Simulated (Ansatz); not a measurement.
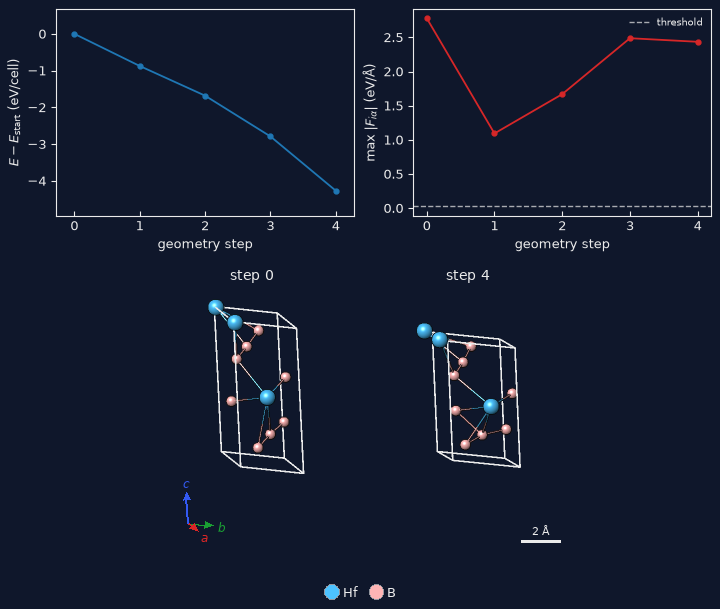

First and last geometry of a relaxation of crystalline HfB4 (a generated structure, set up in P1) (coarse preliminary run), with the history of the run. The picture is a ball-and-stick view of the cell of the calculation, reduced to other axes, seen slightly off an axis. Lengths and directions refer to the drawn axes.

Computed with Ansatz, DFT PBE, scalar-relativistic, plane waves, PAW. Settings: plane-wave cutoff 420 eV; k-point mesh 6 × 6 × 6; occupations gaussian; smearing width 0.2 eV; no spin polarisation; cell and atoms relaxed; force threshold 0.025 eV/Å; at most 60 steps.

Read the history and describe the run.

The run was cut off at its time limit before the relaxation converged, so the last structure is only a point on the way. A Hf atom moves most relative to the cell: 0.51 Å roughly along [−1 −2 0]. By element the largest moves are Hf 0.51 Å, B 0.50 Å. The volume changes by −13.8 %, with a 4.090 → 4.009 Å (−2.0 %), b 4.165 → 4.511 Å (+8.3 %), c 7.451 → 6.128 Å (−17.7 %), α 96.9° → 98.4°, β 101.7° → 93.7°, γ 113.2° → 117.6°. Near-neighbour distances that change, for instance: B–B 3.033 → 1.980 Å, B–Hf 3.478 → 2.484 Å, B–Hf 3.433 → 2.550 Å, B–B 2.617 → 1.898 Å. New bonds form: B–Hf (3.43 → 2.55 Å), B–Hf (3.48 → 2.48 Å). Among the angles between lasting bonds that change: Hf–B–Hf 112.1° → 86.3°, Hf–B–Hf 111.5° → 137.1°, Hf–B–B 100.5° → 75.5°. The space group stays P1 (No. 1). After 4 geometry steps the energy has fallen by 4.268 eV per cell of the calculation. Largest force component: 2.8 eV/Å at the start, 2.4 eV/Å at the end. The pressure goes from −3.04 to 2.82 GPa. The run took 8.9 min on 1 thread of Arm Neoverse V1, with other jobs on the host, peak memory 0.69 GiB.

| step | E − E(0), meV/atom | largest force component, eV/Å | pressure, GPa | volume, Å³/atom |
| --- | --- | --- | --- | --- |
| 0 | 0.00 | 2.7808 | -3.04 | 11.140 |
| 1 | -87.39 | 1.0931 | 0.69 | 10.503 |
| 2 | -168.20 | 1.6681 | 4.06 | 10.057 |
| 3 | -279.06 | 2.4873 | 4.82 | 9.775 |
| 4 | -426.80 | 2.4349 | 2.82 | 9.606 |
